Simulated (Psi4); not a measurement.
**CCSD/def2-SVP (core potential) run of WCl4O (SMILES O=[W](Cl)(Cl)(Cl)Cl)**

Aim: the energy change on altering one bond length of WCl4O at CCSD/def2-SVP (core potential), from 2 runs. 

The results are computed with Psi4 1.11.

1 further run of the same task is left out (set aside as unsound or not needed).

### 1 The structure to begin with

The species is WCl4O (6 atoms), meant as a singlet with charge 0. As SMILES, `O=[W](Cl)(Cl)(Cl)Cl`. The shape is that of a PBE0-D4/def2-TZVP optimisation.

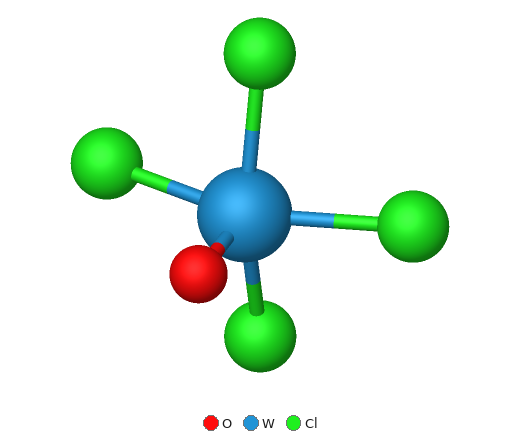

The structure, seen from a chosen angle (oxygen red, tungsten blue, chlorine green).

### 2 A single-point energy at CCSD/def2-SVP (core potential)

File calc.inp:

```
memory 2200 MB

molecule {
  0 1
  O     -0.010050    -1.747150     0.186510
  W     -0.000510    -0.089070     0.009510
  Cl     1.915280     0.567920     1.072290
  Cl    -1.910010     0.350500    -1.170330
  Cl     1.129180     0.249450    -1.950250
  Cl    -1.123900     0.668360     1.852270
  units angstrom
  symmetry c1
}

set basis def2-SVP
set puream true
set e_convergence 1e-09
set d_convergence 1e-08
set scf_type pk
set num_frozen_docc 21

energy('ccsd')
print_variables()
```

Launch:

```console
$ psi4 -i calc.inp -o calc.out -n 1
```

calc.out:

```text
[...]
    !!!  WARNING: ECP capability is in beta. Please check occupations closely.  !!!
[...]
  Running in c1 symmetry.
[...]
  Nuclear repulsion =  611.276188558366357
[...]
  Multiplicity = 1
[...]
  Nalpha       = 45
  Nbeta        = 45
[...]
    Number of basis functions: 118
[...]
   @RHF iter   1: -1978.21751850977853   -4.86809e-01   8.74848e-03 DIIS/ADIIS
[...]
   @RHF iter  16: -1978.76638005936252   -1.11413e-11   8.10449e-09 DIIS
[...]
    Orbital Energies [Eh]
    ---------------------
    Doubly Occupied:
       1A   -104.828249     2A   -104.828233     3A   -104.828225
       4A   -104.828215     5A    -20.678857     6A    -10.592731
       7A    -10.592728     8A    -10.592719     9A    -10.592715
      10A     -8.066859    11A     -8.066843    12A     -8.066833
      13A     -8.066830    14A     -8.064468    15A     -8.064465
      16A     -8.064458    17A     -8.064455    18A     -8.064455
      19A     -8.064448    20A     -8.064439    21A     -8.064437
      22A     -3.686832    23A     -2.185608    24A     -2.153431
      25A     -2.153430    26A     -1.316546    27A     -1.142759
      28A     -1.114687    29A     -1.106956    30A     -1.106945
      31A     -0.668587    32A     -0.651548    33A     -0.651545
      34A     -0.621925    35A     -0.617613    36A     -0.592366
[...]
  @RHF Final Energy: -1978.76638005936252
   => Energetics <=
    Nuclear Repulsion Energy =            611.2761885583663570
    One-Electron Energy =               -3973.2509423816286471
    Two-Electron Energy =                1383.2083737638997718
    Total Energy =                      -1978.7663800593625183
[...]
 Multipole Moments:
 ------------------------------------------------------------------------------------
     Multipole            Electronic (a.u.)      Nuclear  (a.u.)        Total (a.u.)
 ------------------------------------------------------------------------------------
 L = 1.  Multiply by 2.5417464519 to convert [e a0] to [Debye]
 Dipole X            :         -0.1144927            0.1162616            0.0017689
 Dipole Y            :        -19.9688398           20.2699371            0.3010973
 Dipole Z            :          2.1318195           -2.1639558           -0.0321364
 Magnitude           :                                                    0.3028126
[...]
      * MP2 total energy                      = -1979.893145486225194
[...]
      * CCSD total energy                     = -1979.865179423034988
[...]
```

Wall time 70 s (1 thread of Intel Xeon 6975P-C (Granite Rapids), shared host); peak memory 1.2 GiB.

### 3 The distorted shape at the same level

File input.json:

```json
{
  "schema_name": "qcschema_input",
  "schema_version": 1,
  "molecule": {
    "schema_name": "qcschema_molecule",
    "schema_version": 2,
    "symbols": ["O", "W", "Cl", "Cl", "Cl", "Cl"],
    "geometry": [-0.02169595, -3.77171382, 0.4026345, -0.00096376, -0.16831791, 0.0179713, 3.61935465, 1.07321326, 2.02633443, -3.6093958, 0.66234901, -2.21160318, 2.13384095, 0.47139218, -3.68543837, -2.12386319, 1.26301735, 3.50028301],
    "molecular_charge": 0,
    "molecular_multiplicity": 1,
    "fix_symmetry": "c1"
  },
  "driver": "energy",
  "model": {
    "method": "ccsd",
    "basis": "def2-SVP"
  },
  "keywords": {
    "puream": true,
    "e_convergence": 1e-09,
    "d_convergence": 1e-08,
    "scf_type": "pk",
    "num_frozen_docc": 21
  }
}
```

Launch:

```console
$ psi4 --qcschema input.json -n 1 --memory 2200MB
```

stdout:

```text
[...]
    !!!  WARNING: ECP capability is in beta. Please check occupations closely.  !!!
[...]
  Running in c1 symmetry.
[...]
  Nuclear repulsion =  601.623362095466405
[...]
  Multiplicity = 1
[...]
  Nalpha       = 45
  Nbeta        = 45
[...]
    Number of basis functions: 118
[...]
   @RHF iter   1: -1977.98610756467451   -5.06386e-01   9.69038e-03 DIIS/ADIIS
[...]
   @RHF iter  19: -1978.69411847043716   -7.50333e-12   6.01246e-09 DIIS
[...]
    Orbital Energies [Eh]
    ---------------------
    Doubly Occupied:
       1A   -104.841866     2A   -104.841849     3A   -104.841842
       4A   -104.841831     5A    -20.644120     6A    -10.605923
       7A    -10.605920     8A    -10.605910     9A    -10.605906
      10A     -8.079986    11A     -8.079970    12A     -8.079959
      13A     -8.079956    14A     -8.077641    15A     -8.077638
      16A     -8.077630    17A     -8.077627    18A     -8.077553
      19A     -8.077546    20A     -8.077536    21A     -8.077534
      22A     -3.700179    23A     -2.167438    24A     -2.167436
      25A     -2.163035    26A     -1.248592    27A     -1.153161
      28A     -1.125323    29A     -1.117240    30A     -1.117228
      31A     -0.634391    32A     -0.633205    33A     -0.602715
      34A     -0.593671    35A     -0.593663    36A     -0.584658
[...]
  @RHF Final Energy: -1978.69411847043716
   => Energetics <=
    Nuclear Repulsion Energy =            601.6233620954664048
    One-Electron Energy =               -3953.6568674635491334
    Two-Electron Energy =                1373.3393868976456815
    Total Energy =                      -1978.6941184704371608
[...]
 Multipole Moments:
 ------------------------------------------------------------------------------------
     Multipole            Electronic (a.u.)      Nuclear  (a.u.)        Total (a.u.)
 ------------------------------------------------------------------------------------
 L = 1.  Multiply by 2.5417464519 to convert [e a0] to [Debye]
 Dipole X            :         -0.1004767            0.1060834            0.0056067
 Dipole Y            :        -17.5323672           18.5006428            0.9682756
 Dipole Z            :          1.8717223           -1.9750809           -0.1033586
 Magnitude           :                                                    0.9737927
[...]
      * MP2 total energy                      = -1979.870435556886150
[...]
      * CCSD total energy                     = -1979.816996361317251
[...]
```

The result, in JSON:

```text
{
 "driver": "energy",
 "model": {
  "method": "ccsd",
  "basis": "def2-SVP"
 },
 "success": true,
 "return_result": -1979.8169963613173,
 "properties": {
  "calcinfo_nbasis": 118,
  "calcinfo_nmo": 118,
  "calcinfo_nalpha": 45,
  "calcinfo_nbeta": 45,
  "calcinfo_natom": 6,
  "nuclear_repulsion_energy": 601.6233620954664,
  "return_energy": -1979.8169963613173,
  "scf_one_electron_energy": -3953.656867463549,
  "scf_two_electron_energy": 1373.3393868976457,
  "scf_dipole_moment": [0.005606728717154397, 0.9682756490961175, -0.1033586159575739],
  "scf_total_energy": -1978.6941184704372,
  "scf_iterations": 19,
  "mp2_same_spin_correlation_energy": -0.3604251564289541,
  "mp2_opposite_spin_correlation_energy": -0.8158919300028652,
  "mp2_singles_energy": -3.099562998247209e-27,
  "mp2_doubles_energy": -1.1763170864318193,
  "mp2_correlation_energy": -1.1763170864318193,
  "mp2_total_energy": -1979.8704355568862,
  "ccsd_same_spin_correlation_energy": -0.29751183031329254,
  "ccsd_opposite_spin_correlation_energy": -0.8253660605494407,
  "ccsd_singles_energy": 0.0,
  "ccsd_doubles_energy": -1.1228778908627333,
  "ccsd_correlation_energy": -1.1228778908627328,
  "ccsd_total_energy": -1979.8169963613173,
  "ccsd_iterations": 21
 }
}
```

Run time: 68 s. Hardware: 1 thread of Intel Xeon 6975P-C (Granite Rapids), shared host; peak memory 1.2 GiB.

### 4 Outcome

At CCSD/def2-SVP (core potential), 21 core orbitals frozen:

| quantity | value |
| --- | --- |
| first shape: total energy | -1979.86518 Eh |
| first shape: HOMO energy (Hartree–Fock orbitals) | -12.22 eV |
| first shape: LUMO energy (Hartree–Fock orbitals) | -1.92 eV |
| first shape: HOMO–LUMO gap (Hartree–Fock orbitals) | 10.30 eV |
| first shape: correlation energy (21 core orbitals frozen) | -1098.8 mEh |
| first shape: T1 diagnostic | 0.021 |
| distorted shape: total energy | -1979.81700 Eh |
| distorted shape: HOMO energy (Hartree–Fock orbitals) | -12.51 eV |
| distorted shape: LUMO energy (Hartree–Fock orbitals) | -2.24 eV |
| distorted shape: HOMO–LUMO gap (Hartree–Fock orbitals) | 10.27 eV |
| distorted shape: correlation energy (21 core orbitals frozen) | -1122.9 mEh |
| distorted shape: T1 diagnostic | 0.027 |
| energy change with the O1–W2 bond stretched from 1.668 to 1.918 Å | 1.311 eV |

In words: With the O1–W2 bond stretched from 1.668 to 1.918 Å the energy rises by 1.31 eV (30 kcal/mol). The first shape isn't relaxed at this level, so the change isn't measured from a minimum.
